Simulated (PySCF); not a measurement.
O$_{3}$, SMILES `O=[O+][O-]`.

PySCF calculation, HF/6-311+G**, gas phase; geometry: GFN2-xTB. No frequency check shows the geometry to be a minimum. The basis has diffuse s and p functions alone, which still leaves polarisabilities too small, most of all across bonds.

Cartesian coordinates (Å):

```
O1       1.0725   -0.2049    0.0000
O2       0.0000    0.4098    0.0000
O3      -1.0725   -0.2049    0.0000
```

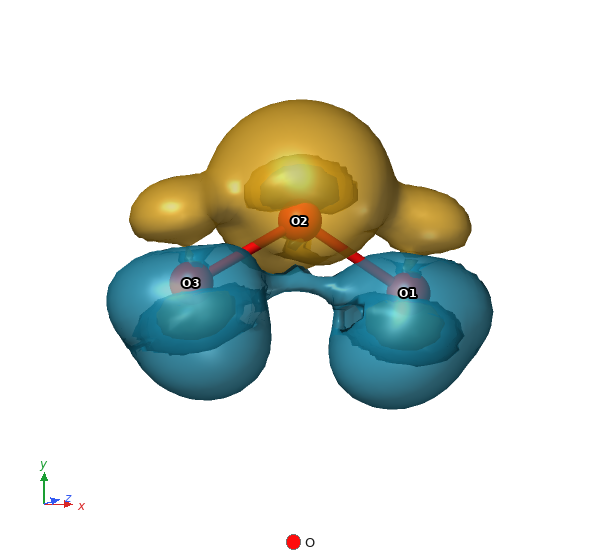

Change of the electron density in a uniform field of 0.10 V/Å, surfaces at ±0.0006 e/Å³ (yellow: gain, teal: loss).

**Along which Cartesian direction does the field point?**

Along −y: electrons gather on the +y side, against the field.

**What dipole is induced, and what polarisability does it imply?**

The induced dipole is 0.05 D (along the field); α along this axis, from the fields in both directions, is 9 bohr³ (1.4 Å³).

**Which atoms gain and lose the most charge?**

Electrons gather most on O2 (Hirshfeld charge changes by −0.004 e) and leave O1 and O3 alike most (+0.002 e); 0.007 electrons are displaced in all.

Cost of the run: 0.59 s on 1 thread of Intel(R) Xeon(R) 6975P-C (Granite Rapids) (shared host), peak memory 0.17 GiB.
